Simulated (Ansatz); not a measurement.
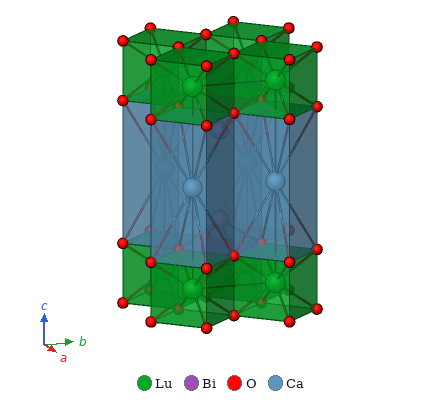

The structure; the drawing may span several cells.

Structure (in its standard cell), the end point of a relaxation (final pressure about 10 GPa) with DFT, PAW plane waves, pbe in Ansatz; the starting structure was generated, so it need not be a known form of this composition:

```cif
data_structure
_symmetry_space_group_name_H-M 'P 1'
_symmetry_Int_Tables_number 1
_cell_length_a 3.8009
_cell_length_b 3.8009
_cell_length_c 9.0252
_cell_angle_alpha 90.000
_cell_angle_beta 90.000
_cell_angle_gamma 90.000
_cell_volume 130.38
loop_
_atom_site_label
_atom_site_type_symbol
_atom_site_fract_x
_atom_site_fract_y
_atom_site_fract_z
_atom_site_occupancy
Lu1 Lu 0.00000 0.00000 0.00000 1
Bi1 Bi 0.50000 0.50000 0.71999 1
Bi2 Bi 0.50000 0.50000 0.28001 1
O1 O 0.50000 0.00000 0.85276 1
O2 O 0.00000 0.50000 0.85276 1
O3 O 0.50000 0.00000 0.14724 1
O4 O 0.00000 0.50000 0.14724 1
Ca1 Ca 0.00000 0.00000 0.50000 1
```

What does the kinematic electron diffraction pattern along [110] look like at 120 kV (B = 0.5 Å²)?

The spots form a rectangular net whose two shortest vectors correspond to d = 9.03 Å and 2.69 Å, 90.0° apart. They are 0 0 1 and 1 -1 0. The pattern has symmetry 2mm. No reflection of this zone is absent.

Strongest reflections with d > 0.92 Å, one of each family (|F|² from tabulated Gaussian fits of the electron scattering factors, times a small damping for the curvature of the Ewald sphere):

```
   hkl  d (Å)  I (strongest = 100)
1 -1 0  2.688                  100
1 -1 4  1.728                   80
2 -2 0  1.344                   65
 0 0 4  2.256                   51
1 -1 3  2.004                   46
 0 0 7  1.289                   37
```

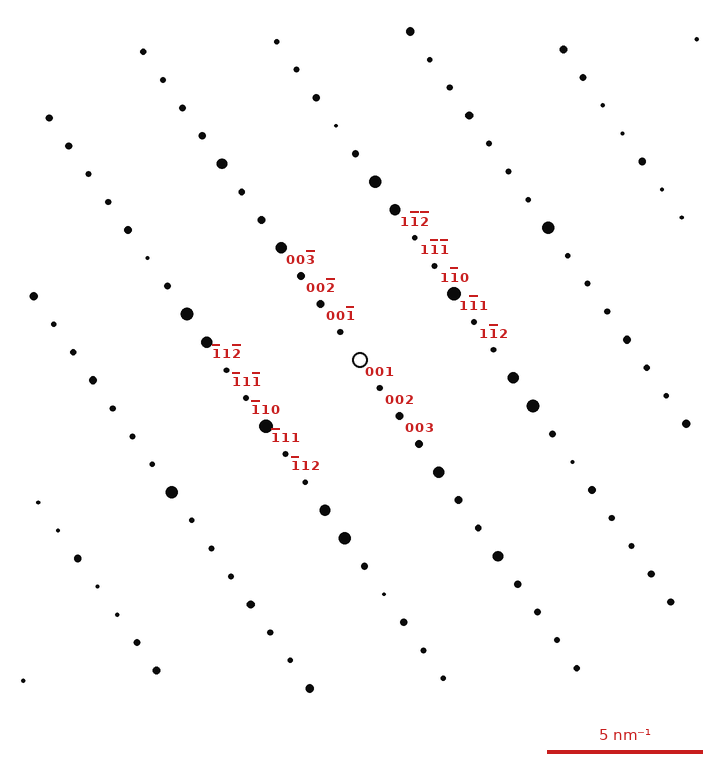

Calculated pattern, seen from the source side with [110] pointing towards the source.
